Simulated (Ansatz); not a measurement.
# Na2Zr (built on the sites of a database entry of ZrAg2): phonons and vibrational spectra

Task: relax Na2Zr (built on the sites of a database entry of ZrAg2), then find its harmonic phonons.

Main program and level: Ansatz 0.2.0; DFT PBEsol, scalar-relativistic, plane waves, PAW.

The structure was built from a prototype and need not be the compound's stable phase.

## 1. The starting structure

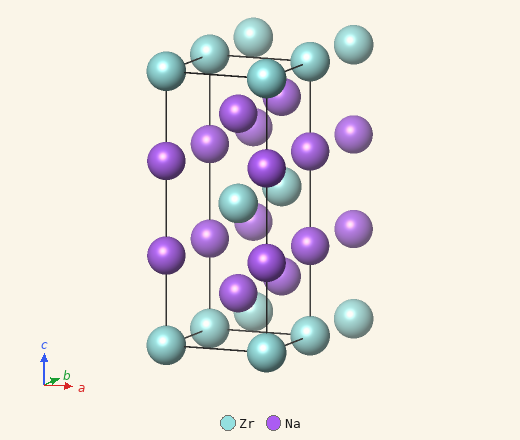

The starting structure, seen slightly off an axis (zirconium light teal, sodium purple). 1×2×1 cells are drawn. This picture shows the conventional cell, with its axes. Some periodic images of atoms are drawn too.

## 2. Relaxation, k-mesh 14×14×14

Harmonic phonons are second derivatives at a point where the forces vanish, and they are wanted at zero stress, so atoms and cell are relaxed first.

Contents of input.yaml:

```yaml
crystal:
  lattice:
    - [-1.88682, 1.88682, 4.7977]
    - [1.88682, -1.88682, 4.7977]
    - [1.88682, 1.88682, -4.7977]
  atoms:
    - { symbol: Zr, position: [0.0, 0.0, 0.0] }
    - { symbol: Na, position: [0.6724923, 0.6724923, 0.0] }
    - { symbol: Na, position: [0.3275077, 0.3275077, 0.0] }
kpoints:
  mp_grid: { grid: [14, 14, 14] }
hamiltonian:
  xc: pbesol
scf:
  occupations: { method: gaussian, width: 0.1 }
output:
  forces: true
  stress: true
  eigenvalues: true
  write_density: true
  write_potential: true
  elf: true
  volumetric_format: npy
relax:
  adjacent_minimum: "off"
  f_tol: 0.005
  max_steps: 80
  cell: { stress_tol: 0.05 }
```

Command:

```bash
$ ansatz run input.yaml --threads 8 --pin off --max-ram 14336MiB --backend cpu --events-out ev --progress --plain --runs-dir out
```

Numbers of over 12 decimals in the logs are rounded to 6 here.

What it wrote:

```text
Engine: ansatz 0.2.0, aarch64-unknown-linux-gnu
Pseudopotentials: kind: paw
Pseudopotential: Zr, paw, valence charge 12, recommended cutoff 420 eV (normal), Zr.paw.azcp
Pseudopotential: Na, paw, valence charge 9, recommended cutoff 420 eV (normal), Na.paw.azcp
Functional definition: PBEsol
  exchange = pbesol_x
  correlation = pbesol_c
Crystal: 3 atoms, lattice volume = 68.321 Å³
Basis set: ecut = 420 eV, 1317 PW (Γ), exchange–correlation on 80×80×80 points (8 copies of the dense FFT grid, shifted against one another)
Bands: 19, of which v1, the nominal top of the filled ones, is band 15 counted from 1 (14 counted from 0)
Symmetry: 16 space group operations
Space group: I4/mmm (ITA 139), of the structure as read, at distance tolerance 4.1e-5 Å
k-points: 244 of 2744
Non-local potential: Zr, projectors of the file, l = 0: 3, l = 1: 2, l = 2: 2, l = 3: 2
Non-local potential: Na, projectors of the file, l = 0: 3, l = 1: 2, l = 2: 1
PAW form: soft (Blöchl's): semilocal exchange-correlation on the pseudo side does not see the compensation charge
PAW frozen core: Zr, regenerated for the run's functional, and the local potential with it (the file was generated under x = pbe(κ = 0.804, μ = 0.219515), c = pbe(β = 0.066725))
PAW frozen core: Na, regenerated for the run's functional, and the local potential with it (the file was generated under x = pbe(κ = 0.804, μ = 0.219515), c = pbe(β = 0.066725))
PAW one-centre angular grid: Zr, 590 points (default); XC on 64 Gauss nodes
PAW one-centre angular grid: Na, 110 points (default); XC on 64 Gauss nodes
Initial density: superposition of atomic densities (neutral atoms: chi_scale 0, normalization atom), corrected by the library's trained network
Initial wavefunctions: pseudopotential atomic-orbital guess
Functional: x = pbesol(κ = 0.804, μ = 0.123457), c = pbesol(β = 0.046)
SCF iter   1: F=—  HF=-7077.426140 eV  |F-HF|=—  |Δ(HF+E_count)|=         —  Δρ=7.54e-3  dr2=1.04e-1  ethr=1.77e-3  ⟨swp⟩=4.8  Hψ=18012  notcnv=0
preconditioner: auto → Kerker (q_TF=auto, 2.379 Å⁻¹)  [metal: Δε(μ)=0.007 eV  Ē_g=2.444 eV  σ=0.100 eV  W_gap=0.04  n_scr=14 (ndim 8)  ℏωp=11.0 eV  f_vac=0.000  D(μ)=1.80/eV (n_scr^D=10)]
SCF iter   2: F=—  HF=-7077.406700 eV  |F-HF|=—  |Δ(HF+E_count)|=   1.94e-2  Δρ=3.83e-3  dr2=3.84e-2  ethr=3.48e-4  ⟨swp⟩=1.0  Hψ=6590  notcnv=0
SCF iter   3: F=—  HF=-7077.397134 eV  |F-HF|=—  |Δ(HF+E_count)|=   9.57e-3  Δρ=1.14e-3  dr2=2.43e-3  ethr=1.28e-4  ⟨swp⟩=2.0  Hψ=5234  notcnv=0
SCF iter   4: F=—  HF=-7077.396426 eV  |F-HF|=—  |Δ(HF+E_count)|=   7.08e-4  Δρ=4.56e-4  dr2=2.18e-4  ethr=8.09e-6  ⟨swp⟩=2.4  Hψ=6022  notcnv=0
SCF iter   5: F=—  HF=-7077.396378 eV  |F-HF|=—  |Δ(HF+E_count)|=   4.88e-5  Δρ=1.01e-4  dr2=7.55e-6  ethr=7.28e-7  ⟨swp⟩=2.0  Hψ=5401  notcnv=0
SCF iter   6: F=—  HF=-7077.396377 eV  |F-HF|=—  |Δ(HF+E_count)|=   3.19e-7  Δρ=1.96e-5  dr2=2.29e-7  ethr=2.52e-8  ⟨swp⟩=2.0  Hψ=7554  notcnv=0
SCF iter   7: F=-7077.396377 eV  HF=-7077.396377 eV  |F-HF|=1.85e-9  |Δ(HF+E_count)|=   7.37e-8  Δρ=3.28e-6  dr2=5.28e-9  ethr=3.33e-10  ⟨swp⟩=7.3  Hψ=25650  notcnv=0
the search or the solves at the SCF's close seem to have found levels that the self-consistency loop had missed (the run counts 2). By its estimate they hold under 1e-12 electrons; where the run keeps them, the occupations were computed again with them
SCF 1 converged in 7 iterations: F = -7077.396377 eV  dr2 = 5.28e-9
  greatest PAW one-centre occupation: 0.999 electrons in one spin orbital (limit 2), on the Na atom at site 2 (counted from 0), in its partial waves of l = 0
relax step   1: F+E_penalty+E_count = -7077.39637740 eV  Δ(F+E_penalty+E_count) = +0.000e0 eV  max|allowed force component| = 1.708e-2 eV/Å  Δτ_max = 0.0000 Å  P = +4.799 GPa  Ω = 68.321 Å³  (7 SCF iters, dr2 threshold 1.00e-7 eV, accepted)
Crystal: 3 atoms, lattice volume = 72.480 Å³
Basis set: ecut = 420 eV, 1389 PW (Γ), exchange–correlation on 80×80×80 points (8 copies of the dense FFT grid, shifted against one another)
Initial density: handed on by an earlier stage of this run
Initial wavefunctions: those handed on with the density
iter 1 solved again at ethr=1.65e-5 eV; its pass at ethr=3.10e-3 eV (dr2=4.96e-3 eV) is discarded
SCF iter   1: F=—  HF=-7077.581036 eV  |F-HF|=—  |Δ(HF+E_count)|=         —  Δρ=1.88e-3  dr2=4.77e-3  ethr=1.65e-5  ⟨swp⟩=2.7  Hψ=28322  notcnv=0
preconditioner: auto → Kerker (q_TF=auto, 2.355 Å⁻¹)  [metal: Δε(μ)=0.008 eV  Ē_g=2.347 eV  σ=0.100 eV  W_gap=0.05  n_scr=14 (ndim 8)  ℏωp=10.7 eV  f_vac=0.000  D(μ)=2.71/eV (n_scr^D=24)]
SCF iter   2: F=—  HF=-7077.580431 eV  |F-HF|=—  |Δ(HF+E_count)|=   6.04e-4  Δρ=1.18e-3  dr2=1.77e-3  ethr=1.59e-5  ⟨swp⟩=1.0  Hψ=4644  notcnv=0
SCF iter   3: F=—  HF=-7077.580087 eV  |F-HF|=—  |Δ(HF+E_count)|=   3.45e-4  Δρ=2.58e-4  dr2=6.91e-5  ethr=5.90e-6  ⟨swp⟩=1.9  Hψ=5054  notcnv=0
SCF iter   4: F=—  HF=-7077.580069 eV  |F-HF|=—  |Δ(HF+E_count)|=   1.72e-5  Δρ=1.07e-4  dr2=8.16e-6  ethr=2.30e-7  ⟨swp⟩=2.0  Hψ=6679  notcnv=0
SCF iter   5: F=—  HF=-7077.580068 eV  |F-HF|=—  |Δ(HF+E_count)|=   1.28e-6  Δρ=2.30e-5  dr2=9.13e-7  ethr=2.72e-8  ⟨swp⟩=1.9  Hψ=7593  notcnv=0
SCF iter   6: F=-7077.580068 eV  HF=-7077.580068 eV  |F-HF|=2.67e-8  |Δ(HF+E_count)|=   1.30e-7  Δρ=6.97e-6  dr2=5.25e-8  ethr=1.00e-9  ⟨swp⟩=7.7  Hψ=27230  notcnv=0
SCF 2 converged in 6 iterations: F = -7077.580068 eV  dr2 = 5.25e-8
  Residual-converged pass: ⟨swp⟩=1.0  Hψ=5621  notcnv=0  max |occ|·‖R‖ = 7.1e-9 eV (tolerance 1.0e-8 eV)  dr2=5.25e-8  dr2_onsite=5.24e-9  max |Δocc| = 2.7e-10
relax step   2: F+E_penalty+E_count = -7077.58006791 eV  Δ(F+E_penalty+E_count) = -1.837e-1 eV  max|allowed force component| = 2.474e-2 eV/Å  Δτ_max = 0.0023 Å  P = +2.376 GPa  Ω = 72.480 Å³  energy of the carried Pulay correction = -1.785e-4 eV  (6 SCF iters, dr2 threshold 3.00e-7 eV, accepted)
Crystal: 3 atoms, lattice volume = 75.097 Å³
Basis set: ecut = 420 eV, 1453 PW (Γ), exchange–correlation on 80×80×80 points (8 copies of the dense FFT grid, shifted against one another)
iter 1 solved again at ethr=8.17e-6 eV; its pass at ethr=3.10e-3 eV (dr2=2.45e-3 eV) is discarded
SCF iter   1: F=—  HF=-7077.700737 eV  |F-HF|=—  |Δ(HF+E_count)|=         —  Δρ=1.53e-3  dr2=2.32e-3  ethr=8.17e-6  ⟨swp⟩=2.1  Hψ=28189  notcnv=0
preconditioner: auto → Kerker (q_TF=auto, 2.341 Å⁻¹)  [metal: Δε(μ)=0.004 eV  Ē_g=2.306 eV  σ=0.100 eV  W_gap=0.02  n_scr=10 (ndim 8)  ℏωp=10.5 eV  f_vac=0.000  D(μ)=3.49/eV (n_scr^D=32)]
SCF iter   2: F=—  HF=-7077.700548 eV  |F-HF|=—  |Δ(HF+E_count)|=   1.89e-4  Δρ=9.45e-4  dr2=8.30e-4  ethr=7.74e-6  ⟨swp⟩=1.0  Hψ=4640  notcnv=0
[...]
relax step  22: F+E_penalty+E_count = -7078.87118707 eV  Δ(F+E_penalty+E_count) = -4.523e-3 eV  max|allowed force component| = 9.325e-3 eV/Å  Δτ_max = 0.0074 Å  P = -0.045 GPa  Ω = 76.728 Å³  energy of the carried Pulay correction = -4.752e-4 eV  (5 SCF iters, dr2 threshold 3.00e-7 eV, accepted)
relax step  23: F+E_penalty+E_count = -7078.87126799 eV  Δ(F+E_penalty+E_count) = -8.092e-5 eV  max|allowed force component| = 2.362e-3 eV/Å  Δτ_max = 0.0023 Å  P = +0.006 GPa  Ω = 76.585 Å³  energy of the carried Pulay correction = -4.618e-4 eV  (5 SCF iters, dr2 threshold 9.95e-9 eV, accepted)
relax step  24: F+E_penalty+E_count = -7078.91544761 eV  Δ(F+E_penalty+E_count) = -4.418e-2 eV  max|allowed force component| = 1.629e-3 eV/Å  Δτ_max = 0.0000 Å  P = +0.793 GPa  Ω = 76.585 Å³  stress off target by 2.15e0 GPa  SCF on the basis re-selected at this cell (its energy is not comparable with the rows above)  (8 SCF iters)
relax step  25: F+E_penalty+E_count = -7078.93899352 eV  Δ(F+E_penalty+E_count) = -2.355e-2 eV  max|allowed force component| = 1.306e-3 eV/Å  Δτ_max = 0.0117 Å  P = +0.360 GPa  Ω = 78.186 Å³  energy of the carried Pulay correction = -6.322e-5 eV  (6 SCF iters, dr2 threshold 3.00e-7 eV, accepted)
relax step  26: F+E_penalty+E_count = -7078.95365816 eV  Δ(F+E_penalty+E_count) = -1.466e-2 eV  max|allowed force component| = 3.718e-2 eV/Å  Δτ_max = 0.0176 Å  P = +0.419 GPa  Ω = 78.829 Å³  energy of the carried Pulay correction = -9.374e-5 eV  (5 SCF iters, dr2 threshold 3.00e-7 eV, accepted)
relax step  27: F+E_penalty+E_count = -7078.96242738 eV  Δ(F+E_penalty+E_count) = -8.769e-3 eV  max|allowed force component| = 5.806e-2 eV/Å  Δτ_max = 0.0192 Å  P = -0.255 GPa  Ω = 80.379 Å³  energy of the carried Pulay correction = -1.842e-4 eV  (7 SCF iters, dr2 threshold 3.00e-7 eV, accepted)
relax step  28: F+E_penalty+E_count = -7078.96683530 eV  Δ(F+E_penalty+E_count) = -4.408e-3 eV  max|allowed force component| = 1.136e-2 eV/Å  Δτ_max = 0.0199 Å  P = +0.114 GPa  Ω = 80.303 Å³  energy of the carried Pulay correction = -1.784e-4 eV  (6 SCF iters, dr2 threshold 3.00e-7 eV, accepted)
relax step  29: F+E_penalty+E_count = -7078.96806666 eV  Δ(F+E_penalty+E_count) = -1.231e-3 eV  max|allowed force component| = 4.934e-3 eV/Å  Δτ_max = 0.0029 Å  P = +0.014 GPa  Ω = 80.460 Å³  energy of the carried Pulay correction = -1.891e-4 eV  (6 SCF iters, dr2 threshold 2.43e-7 eV, accepted)
relax step  30: F+E_penalty+E_count = -7078.96813544 eV  Δ(F+E_penalty+E_count) = -6.878e-5 eV  max|allowed force component| = 6.683e-5 eV/Å  Δτ_max = 0.0009 Å  P = +0.007 GPa  Ω = 80.484 Å³  energy of the carried Pulay correction = -1.907e-4 eV  (6 SCF iters, dr2 threshold 2.28e-8 eV, accepted)
relax step  31: F+E_penalty+E_count = -7078.96895783 eV  Δ(F+E_penalty+E_count) = -8.224e-4 eV  max|allowed force component| = 1.753e-4 eV/Å  Δτ_max = 0.0000 Å  P = +0.027 GPa  Ω = 80.484 Å³  stress off target by 7.68e-2 GPa  SCF on the basis re-selected at this cell (its energy is not comparable with the rows above)  (7 SCF iters)
relax step  32: F+E_penalty+E_count = -7078.96899273 eV  Δ(F+E_penalty+E_count) = -3.490e-5 eV  max|allowed force component| = 1.221e-3 eV/Å  Δτ_max = 0.0007 Å  P = -0.007 GPa  Ω = 80.627 Å³  energy of the carried Pulay correction = -4.626e-6 eV  (5 SCF iters, dr2 threshold 1.48e-8 eV, accepted)
iter 1 solved again at ethr=9.32e-9 eV; its pass at ethr=3.10e-3 eV (dr2=2.79e-6 eV) is discarded
SCF iter   1: F=—  HF=-7078.969080 eV  |F-HF|=—  |Δ(HF+E_count)|=         —  Δρ=1.47e-4  dr2=4.61e-7  ethr=9.32e-9  ⟨swp⟩=3.4  Hψ=33240  notcnv=0
preconditioner: auto → Kerker (q_TF=auto, 2.314 Å⁻¹)  [metal: Δε(μ)=0.007 eV  Ē_g=3.104 eV  σ=0.100 eV  W_gap=0.04  n_scr=14 (ndim 8)  ℏωp=10.1 eV  f_vac=0.000  D(μ)=3.26/eV (n_scr^D=22)]
SCF iter   2: F=—  HF=-7078.969021 eV  |F-HF|=—  |Δ(HF+E_count)|=   5.91e-5  Δρ=7.44e-5  dr2=1.01e-7  ethr=1.54e-9  ⟨swp⟩=1.9  Hψ=5313  notcnv=0
SCF iter   3: F=—  HF=-7078.968997 eV  |F-HF|=—  |Δ(HF+E_count)|=   2.38e-5  Δρ=6.81e-6  dr2=2.36e-9  ethr=3.36e-10  ⟨swp⟩=2.0  Hψ=5429  notcnv=0
SCF iter   4: F=—  HF=-7078.968997 eV  |F-HF|=—  |Δ(HF+E_count)|=   1.95e-7  Δρ=3.32e-7  dr2=1.91e-10  ethr=7.86e-12  ⟨swp⟩=2.8  Hψ=8250  notcnv=0
SCF iter   5: F=—  HF=-7078.968997 eV  |F-HF|=—  |Δ(HF+E_count)|=  1.09e-10  Δρ=1.25e-7  dr2=8.63e-11  ethr=1.00e-12  ⟨swp⟩=5.0  Hψ=20646  notcnv=0
SCF iter   6: F=-7078.968997 eV  HF=-7078.968997 eV  |F-HF|=1.09e-11  |Δ(HF+E_count)|=  3.64e-12  Δρ=4.92e-8  dr2=1.17e-11  ethr=1.00e-12  ⟨swp⟩=4.0  Hψ=18413  notcnv=0
SCF 33 converged in 6 iterations: F = -7078.968997 eV  dr2 = 1.17e-11
relax step  33: F+E_penalty+E_count = -7078.96899701 eV  Δ(F+E_penalty+E_count) = -4.280e-6 eV  max|allowed force component| = 1.235e-3 eV/Å  Δτ_max = 0.0000 Å  P = -0.007 GPa  Ω = 80.627 Å³  stress off target by 7.18e-3 GPa  SCF on the basis re-selected at this cell (its energy is not comparable with the rows above)  (6 SCF iters)
basis re-selected at this cell: Δ(F+E_penalty+E_count) = -4.280e-6 eV, ΔP = -0.000 GPa vs the last step (what re-selecting the basis moved, of the pressure what is left beyond the Pulay correction that the steps carried, after the strain that the cell walked since its last selection, with what the two solves' SCF thresholds leave and, on support functions, any second-order correction that the steps lacked; it is no m [...]
SCF converged after 6 iterations
Free energy (F): -7078.968997 eV
Harris-Foulkes:  -7078.968997 eV  (|F-HF|=1.09e-11)
Internal energy: -7078.952681 eV  (E = F + TS)
E sigma→0 (E₀):  -7078.960839 eV
Entropy (-TS):   -0.016316 eV (-5.439 meV/atom)
Fermi energy:    5.949386 eV
--- Per-component energies (eV) ---
  E_band       = -590.991989
  E_kinetic    = 572.734266
  E_local      = -3586.174569  (includes V_loc(G=0)·N_el)
  E_nonlocal   = 315.883333
  E_hartree    = 1276.682129
  E_xc         = -235.101256
  E_vxc        = -286.867393  (∫ρ·V_xc dr)
  E_paw        = -3407.332488  (= ΣΔE_a)
  E_vpaw       = -159.931842  (= ΣTr[D̂ρ^β])
  E_aug_tail   = -0.000026  (compensation charges beyond the density's cutoff)
  E_ewald      = -2015.919179
  E_core_change = 0.275108  (= ΣΔE_core)
  E_smearing   = -0.016316  (= −TS)
  E_closure    = -0.000000  (closes the sum)
  Σ components = -7078.968997   (vs F -7078.968997, Δ=0.00e0)
--- Forces (eV/Å), atoms counted from 1 ---
  atom   1  Zr     0.00000000    -0.00000000     0.00000000
  atom   2  Na    -0.00000000    -0.00000000    -0.00123532
  atom   3  Na     0.00000000     0.00000000     0.00123532
  max |Σ_I F_I| component: 6.51e-19 eV/Å
--- Stress (GPa, compression-positive) ---
       -0.007183       0.000000       0.000000
        0.000000      -0.007183      -0.000000
       -0.000000      -0.000000      -0.006045
  P = ⅓ Tr σ = -0.0068 GPa (-0.068 kbar)
--- Band table (eV; the first three rows and the last of 244) ---
  k-point 0: bands = [... 11 lower, -18.4690, 1.5068, 3.2902, 3.8444, 4.6486, 5.5045, 9.0430, 9.4372]
  k-point 1: bands = [... 11 lower, -18.4673, 1.7356, 3.5063, 3.9598, 4.8573, 5.6439, 8.4884, 9.1780]
  k-point 2: bands = [... 11 lower, -18.4628, 2.3789, 4.1349, 4.2745, 5.4678, 6.0484, 8.0453, 8.5334]
  k-point 243: bands = [... 11 lower, -18.4691, 1.6675, 2.6423, 4.3714, 4.6486, 5.8322, 8.1597, 9.4372]
--- Relaxed structure (29 steps of the walk, 28 accepted, 4 SCFs on fresh bases) ---
  F+E_penalty+E_count = -7078.96899701 eV   max|allowed force component| = 1.235e-3 eV/Å   (the final SCF, on the basis selected at the relaxed cell)
  cell:  # Å, volume = 80.6268 Å³
    - [-1.481204, 1.481204, 9.187350]
    - [1.481204, -1.481204, 9.187350]
    - [1.481204, 1.481204, -9.187350]
  atoms:
    - { symbol: Zr, position: [2.1091815404321671e-19, 2.1091815404321643e-19, 0] }
    - { symbol: Na, position: [0.658470, 0.658470, 0] }
    - { symbol: Na, position: [0.341530, 0.341530, 0] }
```

Wall time 77 s (8 threads of Arm Neoverse V2, shared host); peak memory 0.85 GiB.

The steps of the relaxation (22 of 33):

| step | energy less that of the first step (eV) | largest force component (eV/Å) | pressure (GPa) | volume (Å³) |
| --- | --- | --- | --- | --- |
| 1 | 0.0000 | 0.0171 | 4.80 | 68.32 |
| 3 | -0.3041 | 0.0342 | 1.06 | 75.10 |
| 4 | -0.3985 | 0.0169 | 0.37 | 76.32 |
| 6 | -0.5746 | 0.0478 | 0.14 | 74.81 |
| 7 | -0.6652 | 0.0939 | 0.33 | 73.28 |
| 9 | -0.7211 | 0.1926 | 0.20 | 68.98 |
| 10 | -0.7335 | 0.0209 | 1.27 | 68.76 |
| 12 | -0.7405 | 0.0111 | 0.15 | 69.92 |
| 13 | -0.7406 | 0.0020 | -0.02 | 70.11 |
| 15 | -1.0287 | 0.0189 | 2.71 | 70.49 |
| 16 | -1.1396 | 0.0260 | 2.00 | 71.95 |
| 18 | -1.3269 | 0.0265 | 1.71 | 72.88 |
| 19 | -1.3951 | 0.0125 | 1.00 | 74.59 |
| 21 | -1.4703 | 0.0004 | 0.08 | 76.61 |
| 22 | -1.4748 | 0.0093 | -0.05 | 76.73 |
| 24* | -1.5191 | 0.0016 | 0.79 | 76.59 |
| 25 | -1.5426 | 0.0013 | 0.36 | 78.19 |
| 27 | -1.5661 | 0.0581 | -0.26 | 80.38 |
| 28 | -1.5705 | 0.0114 | 0.11 | 80.30 |
| 30 | -1.5718 | 0.0001 | 0.01 | 80.48 |
| 31* | -1.5726 | 0.0002 | 0.03 | 80.48 |
| 33* | -1.5726 | 0.0012 | -0.01 | 80.63 |

Relaxation steps marked * repeat the geometry before them on a plane-wave basis chosen anew for their cell, so energy and pressure can jump there. Other such steps can lie between the rows shown. Relaxation step 11 was tried and not accepted.

The run keeps the 16 symmetry operations that it works with, so distortions that break them were not tested.

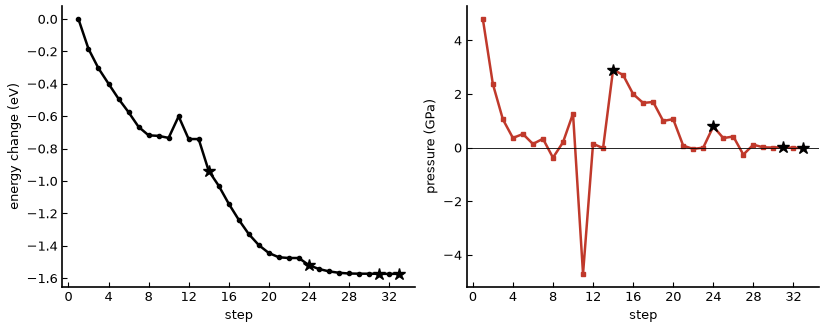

Energy and pressure along the relaxation. Stars mark steps on a basis chosen anew.

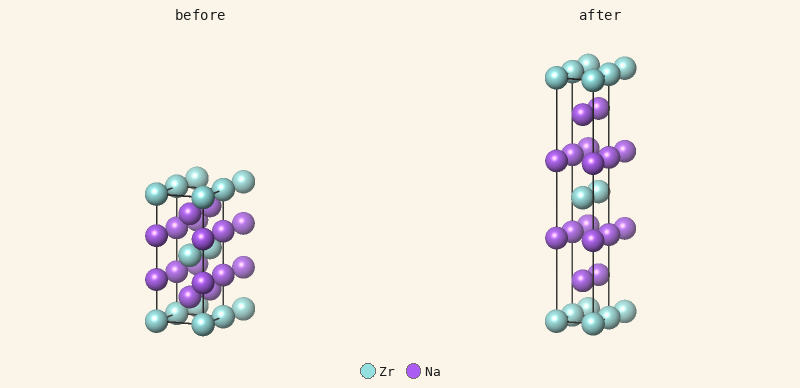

The structure before and after the relaxation, drawn at the same scale.

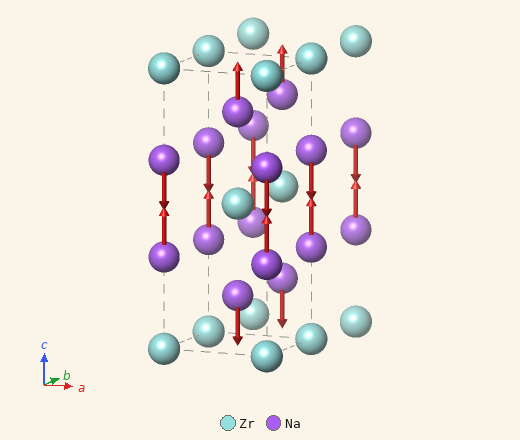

Displacements in the relaxation, exaggerated, measured against the changing cell; the longest in the cell stands for 0.26 Å. 1×2×1 conventional cells are drawn. Some periodic images of atoms are drawn too.

| cell as run | before | after | change |
| --- | --- | --- | --- |
| a (Å) | 5.490 | 9.423 | +71.6 % |
| b (Å) | 5.490 | 9.423 | +71.6 % |
| c (Å) | 5.490 | 9.423 | +71.6 % |
| α (°) | 139.80 | 161.91 | +15.8 % |
| β (°) | 139.80 | 161.91 | +15.8 % |
| γ (°) | 58.16 | 25.69 | -55.8 % |
| volume (Å³/atom) | 22.77 | 26.88 | +18.0 % |

The atoms that moved most (Å, as changes of fractional coordinates times the final cell):

| atom | dx | dy | dz | length |
| --- | --- | --- | --- | --- |
| Na2 | 0.000 | 0.000 | -0.258 | 0.258 |
| Na3 | 0.000 | 0.000 | 0.258 | 0.258 |

Final coordinates:

```cif
data_structure
_symmetry_space_group_name_H-M 'P 1'
_symmetry_Int_Tables_number 1
_cell_length_a 9.4231
_cell_length_b 9.4231
_cell_length_c 9.4231
_cell_angle_alpha 161.913
_cell_angle_beta 161.913
_cell_angle_gamma 25.688
_cell_volume 80.63
loop_
_atom_site_label
_atom_site_type_symbol
_atom_site_fract_x
_atom_site_fract_y
_atom_site_fract_z
_atom_site_occupancy
Zr1 Zr 0.00000 0.00000 0.00000 1
Na2 Na 0.65847 0.65847 0.00000 1
Na3 Na 0.34153 0.34153 0.00000 1
```

Numbers from this step:

```
pressure          : -0.006804 GPa
volume per atom   : 26.88 Å³
gap on the k-mesh : 0 eV
```

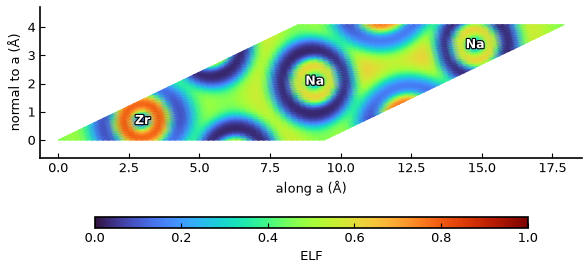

ELF in the ab plane of the cell as run, not the conventional one, at fractional z = 1.000, with atoms of Zr and Na within 0.2 Å of it. It is the smooth field of the valence electrons, not physical close to the nuclei. The map starts off the cell's origin, so that atoms lie inside it.

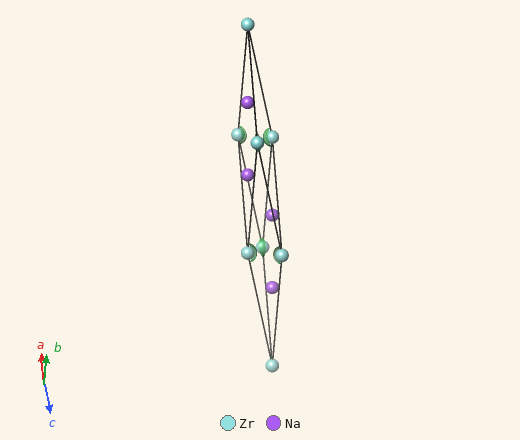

Surface of ELF = 0.75. Drawn on the cell as run, not the conventional one.

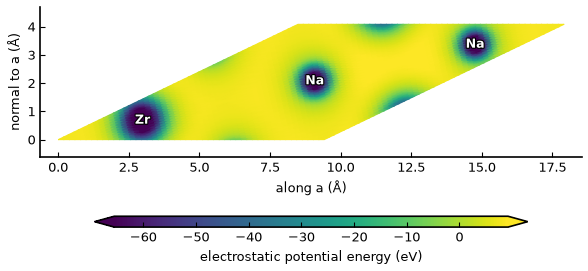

Electrostatic potential energy in the ab plane of the cell as run, not the conventional one, at fractional z = 1.000, with atoms of Zr and Na within 0.2 Å of it. With pseudopotentials it is smooth inside the atoms' cores, unlike the true potential. The map starts off the cell's origin, so that atoms lie inside it.

[end of part 1 of 2]

[Logs are printed without paths, hosts, clocks, repeated set-up lines and the standing remarks that a program may print on its own settings, such as how far it seeks lower states.]

[Hosts, paths, dates, database ids (printed as entryN), source tags and the programs' standing remarks are cut or masked in the printed files.]
